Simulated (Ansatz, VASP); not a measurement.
**CeO2 (Cerianite): VASP beside Ansatz**

Aim: how closely do two programs agree when they are given the same cell, functional and k mesh?

Calculated with Ansatz 0.2.0; plane waves, with VASP 6.6.1 beside it; zone-centre phonons at PBEsol, DFT+U and relaxation of cell and atoms at LDA, DFT+U.

In doubt: the elements are of a kind flagged for part-filled d or f shells, though by formal charges that shell is empty here, so the flag may not apply; the elements are of a kind flagged for part-filled d or f shells, though by formal charges that shell is empty here, so the flag may not apply.

## (1) Set-up

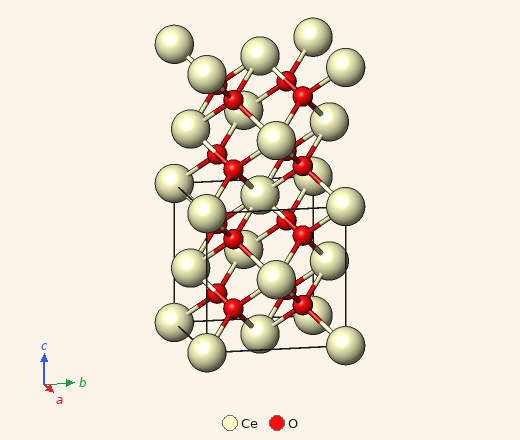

Start, viewed slightly off an axis; cerium light yellow, oxygen red. 1×1×2 cells are drawn. This picture shows the conventional cell, with its axes. Some periodic images of atoms are drawn too.

Coordinates:

```cif
data_structure
_symmetry_space_group_name_H-M 'Fm-3m'
_symmetry_Int_Tables_number 225
_cell_length_a 5.4484
_cell_length_b 5.4484
_cell_length_c 5.4484
_cell_angle_alpha 90.000
_cell_angle_beta 90.000
_cell_angle_gamma 90.000
_cell_volume 161.74
loop_
_atom_site_label
_atom_site_type_symbol
_atom_site_symmetry_multiplicity
_atom_site_Wyckoff_symbol
_atom_site_fract_x
_atom_site_fract_y
_atom_site_fract_z
_atom_site_occupancy
Ce1 Ce 4 a 0.00000 0.00000 0.00000 1
O1 O 8 c 0.25000 0.25000 0.75000 1
```

## (2) Ansatz: zone-centre phonons, PBEsol, DFT+U

Ansatz runs on its default PAW (the set named soft_2) files.

Second derivatives magnify differences that forces hide, and they need a tight electronic threshold.

Input file input.yaml:

```yaml
crystal:
  lattice:
    - [0.0, 2.7242218115, 2.7242218115]
    - [2.7242218115, 0.0, 2.7242218115]
    - [2.7242218115, 2.7242218115, 0.0]
  atoms:
    - { symbol: Ce, position: [0.0, 0.0, 0.0], spin: 1.0 }
    - { symbol: O, position: [0.75, 0.75, 0.75] }
    - { symbol: O, position: [0.25, 0.25, 0.25] }
hamiltonian:
  xc: pbesol
  pseudopotentials: { kind: paw }
  hubbard: { sites: [{ species: Ce, l: f, u_eff: 6.0 }] }
magnetization:
  spin_polarized: true
kpoints:
  mp_grid: { grid: [10, 10, 10] }
scf:
  occupations: { method: gaussian, width: 0.03 }
phonons:
  method: dfpt
  qpoints: [[0, 0, 0]]
```

On the command line:

```console
$ ansatz run input.yaml --threads 4 --pin off --max-ram 9216MiB --backend cpu --events-out ev --progress --plain --runs-dir out
```

Numbers of over 12 decimals in the logs are rounded to 6 here.

The log of the run:

```text
Ce: projections on atomic orbitals take those of the free atom [Kr 4d10] 4f1 5s2 5p6 5d1 6s2, of charge +0.00 (hamiltonian.pseudopotentials.projection_atoms); the dataset's partial waves leave at most 1.4e-5 of an orbital's norm unspanned inside its sphere
O: projections on atomic orbitals take those of the free atom [He] 2s2 2p4, of charge +0.00 (hamiltonian.pseudopotentials.projection_atoms); the dataset's partial waves leave at most 1.9e-8 of an orbital's norm unspanned inside its sphere
band count auto-derived: 22, from the close of a first SCF at 17 (N_el = 24.0; filled up to band 12; 17 by the electrons, moments and atoms)
Engine: ansatz 0.2.0, aarch64-unknown-linux-gnu
Pseudopotentials: kind: paw
Pseudopotential: Ce, paw, valence charge 12, recommended cutoff 420 eV (normal), Ce.paw.azcp
Pseudopotential: O, paw, valence charge 6, recommended cutoff 420 eV (normal), O.paw.azcp
Functional definition: PBEsol
  exchange = pbesol_x
  correlation = pbesol_c
Crystal: 3 atoms, lattice volume = 40.435 Å³
Basis set: ecut = 420 eV, 749 PW (Γ), exchange–correlation on 54×54×54 points (8 copies of the dense FFT grid, shifted against one another)
Bands: 26, of which v1, the nominal top of the filled ones, is band 12 counted from 1 (11 counted from 0)
Symmetry: 48 space group operations
Space group: Fm-3m (ITA 225), of the structure as read, at distance tolerance 3.4e-5 Å
Magnetic group: BNS 225.116 (UNI 1618), of the structure as read, at distance tolerance 3.4e-5 Å
k-points: 47 of 1000
Non-local potential: Ce, projectors of the file, l = 0: 3, l = 1: 2, l = 2: 2, l = 3: 3
Non-local potential: O, projectors of the file, l = 0: 2, l = 1: 2, l = 2: 1
PAW form: soft (Blöchl's): semilocal exchange-correlation on the pseudo side does not see the compensation charge
PAW frozen core: Ce, regenerated for the run's functional, and the local potential with it (the file was generated under x = pbe(κ = 0.804, μ = 0.219515), c = pbe(β = 0.066725))
PAW frozen core: O, regenerated for the run's functional, and the local potential with it (the file was generated under x = pbe(κ = 0.804, μ = 0.219515), c = pbe(β = 0.066725))
PAW one-centre angular grid: Ce, 590 points (default); XC on 64 Gauss nodes
PAW one-centre angular grid: O, 110 points (default); XC on 64 Gauss nodes
Initial density: superposition of atomic densities (chi_scale 0.1, normalization cell, long waves kept (reshape's long-wave potential 0.00 eV rms))
Initial wavefunctions: pseudopotential atomic-orbital guess
Functional: x = pbesol(κ = 0.804, μ = 0.123457), c = pbesol(β = 0.046)
Initial density: handed on by an earlier stage of this run
SCF 1 converged in 12 iterations: F = -7609.627759 eV  dr2 = 4.81e-12
  greatest PAW one-centre occupation: 0.994 electrons in one spin orbital (limit 2), on the Ce atom at site 0 (counted from 0), in its partial waves of l = 0
band count auto-derived: 22, from the close of a first SCF at 16 (N_el = 24.0; filled up to band 12; 16 by the electrons, moments and atoms)
Bands: 22, of which v1, the nominal top of the filled ones, is band 12 counted from 1 (11 counted from 0)
k-points: 171 of 1000 (irreducible under 4 space group operations, time reversal used)
Initial density: read from a saved state, or passed on in memory by an earlier SCF of this step, an earlier step, the calling program or the single point that the run made first
Stability of the state it starts from, as read at its close in the collinear treatment: not read negative (a value of 1 − χ₀K of 0.50, by a stability probe under the symmetry group of the SCF that read it); nothing settles its magnetic order
iter 1 solved again at ethr=7.41e-8 eV; its pass at ethr=3.10e-3 eV (dr2=1.78e-5 eV) is discarded
SCF iter   1: F=—  HF=-7609.627759 eV  |F-HF|=—  |Δ(HF+E_count)|=         —  Δρ=4.27e-7 (↑4.27e-7 ↓4.27e-7)  dr2=1.21e-10  dr2_m=0.00e0  M=0.000 μB ∫|m|=0.000 μB  β_m=0.30  ethr=7.41e-8  ⟨swp⟩=3.4  Hψ=29004  notcnv=0
eigensolver tolerance schedule: the retry pair's looser diagonalisation over-reported the residual by 146611.96 of it (diagonalisation noise at an unbounded share of the residual, at the tolerance the schedule requests for it); recorded, not acted on — ethr = c·dr2/N_el stays at c = 1.0e-1
preconditioner: auto → none  [insulator: Δε(μ)=2.432 eV  Ē_g=12.171 eV  σ=0.030 eV  W_gap=1.00  n_scr=14 (ndim 8)  ℏωp=27.4 eV  f_vac=0.035  D(μ)=0.00/eV (n_scr^D=0)  ε∞_Penn≈6.1]
SCF iter   2: F=—  HF=-7609.627759 eV  |F-HF|=—  |Δ(HF+E_count)|=   1.14e-7  Δρ=3.69e-7 (↑3.69e-7 ↓3.69e-7)  dr2=1.90e-10  dr2_m=0.00e0  M=0.000 μB ∫|m|=0.000 μB  β_m=0.30  ethr=1.00e-12  ⟨swp⟩=4.1  Hψ=8885  notcnv=0
SCF iter   3: F=—  HF=-7609.627759 eV  |F-HF|=—  |Δ(HF+E_count)|=  2.91e-11  Δρ=1.14e-7 (↑1.14e-7 ↓1.14e-7)  dr2=1.01e-11  dr2_m=0.00e0  M=0.000 μB ∫|m|=0.000 μB  β_m=0.27  ethr=1.00e-12  ⟨swp⟩=1.0  Hψ=3774  notcnv=0
SCF iter   4: F=-7609.627759 eV  HF=-7609.627759 eV  |F-HF|=9.09e-12  |Δ(HF+E_count)|=  3.64e-12  Δρ=1.00e-7 (↑1.00e-7 ↓1.00e-7)  dr2=8.24e-12  dr2_m=0.00e0  M=0.000 μB ∫|m|=0.000 μB  ethr=1.00e-12  ⟨swp⟩=5.6  Hψ=13701  notcnv=0
SCF 2 converged in 4 iterations: F = -7609.627759 eV  dr2 = 8.24e-12
NSCF: frozen V_eff on 47 k-points
NSCF: frozen V_eff on 47 k-points
DFPT response loops at q = (0, 0, 0) (fractional): preconditioner auto → none (the input reference at scf.mixing.eps_inf says where Resta's filter doesn't serve); β = 0.30; Anderson in place of MSR1
SCF converged after 4 iterations
Magnetization: 0.0000 μB (12.0000 up, 12.0000 down)
Absolute magnetization: 0.0000 μB (∫|ρ↑−ρ↓|)
Spin contamination: 0.0000 ħ² per cell (⟨S²⟩ above its minimum at these occupations)
Per-site moments (μB) at R_I (Å): [(0.0, 0.973189), (0.0, 0.973189), (0.0, 0.973189)]
Free energy (F): -7609.627759 eV
Harris-Foulkes:  -7609.627759 eV  (|F-HF|=9.09e-12)
Internal energy: -7609.627759 eV  (E = F + TS)
E sigma→0 (E₀):  -7609.627759 eV
Fermi energy:    12.293219 eV
--- Per-component energies (eV) ---
  E_band       = 18.677500
  E_kinetic    = 745.526048
  E_local      = -925.952898  (includes V_loc(G=0)·N_el)
  E_nonlocal   = 18.081740
  E_hartree    = 327.367622
  E_xc         = -379.905490
  E_vxc        = -449.900289  (∫ρ·V_xc dr)
  E_hubbard    = 1.860029  (on-site DFT+U / exact-exchange correction)
  E_vhub       = 1.712705  (the Hubbard potential's part of the band-sum identity)
  E_paw        = -5679.359356  (= ΣΔE_a)
  E_vpaw       = -25.529853  (= ΣTr[D̂ρ^β])
  E_aug_tail   = 0.004869  (compensation charges beyond the density's cutoff)
  E_ewald      = -1717.547194
  E_core_change = 0.296871  (= ΣΔE_core)
  E_smearing   = -0.000000  (= −TS)
  E_closure    = 0.000000  (closes the sum)
  Σ components = -7609.627759   (vs F -7609.627759, Δ=0.00e0)
--- Band table (eV; the first three rows and the last of 342) ---
  k-point 0 ↑: bands = [... 8 lower, 7.0948, 10.7129, 10.7129, 10.7129, 13.5086, 13.9615, 13.9615, 13.9615, ... 6 higher]
  k-point 1 ↑: bands = [... 8 lower, 7.3538, 10.5815, 10.6408, 10.6408, 13.5198, 13.9503, 13.9503, 13.9620, ... 6 higher]
  k-point 2 ↑: bands = [... 8 lower, 8.0276, 10.2933, 10.4869, 10.4869, 13.5550, 13.9073, 13.9073, 13.9638, ... 6 higher]
  k-point 170 ↓: bands = [... 8 lower, 9.5706, 10.0047, 10.4343, 10.6211, 13.6363, 13.7694, 13.7878, 13.9573, ... 6 higher]
Occupation matrices written to <dir>
--- Phonons (Γ-DFPT): 2 representative perturbations + reference (Σ response iterations 13) ---
  ASR residual: 1.503e-4 → 0.000e0 eV/Å²; symmetrization residual: 6.604e-7 eV/Å²
  ASR residual per site (eV/Å²): 4.84e-5 1.50e-4 1.50e-4
  Γ frequencies (cm⁻¹): 0.00 0.00 0.00 262.73 262.73 262.73 436.18 436.18 436.18
  non-analytic LO–TO correction: not included (Born effective charges unavailable; polar crystals: no LO–TO splitting at Γ)
--- Phonons (arbitrary-q DFPT): 1 explicit q-point ---
  q = [0, 0, 0] (of the zone-centre solve; hermiticity 1.82e-7, symmetrization 4.36e-13): -0.00 -0.00 0.00 262.73 262.73 262.73 436.18 436.18 436.18
  sum rule: each row above includes the acoustic sum rule's correction from the zone centre's row sums; it moved no ω² by more than (1.60 cm⁻¹)²
```

Wall time 43 s (4 threads of Arm Neoverse V1, shared host); peak memory 1.1 GiB; 2.3 min of CPU time.

Reading the cycles: dr2 is the Hartree energy of the density residual (eV), the measure of convergence; HF is the Harris–Foulkes estimate of the energy, which meets the free energy F at convergence.

[end of part 1 of 3]

[Lines on the potential files, build, host, timing and source positions are cut from VASP's logs without a mark.]

[Logs are printed without paths, hosts, clocks, repeated set-up lines and the standing remarks that a program may print on its own settings, such as how far it seeks lower states.]

[Hosts, paths, dates, database ids (printed as entryN), source tags and the programs' standing remarks are cut or masked in the printed files.]
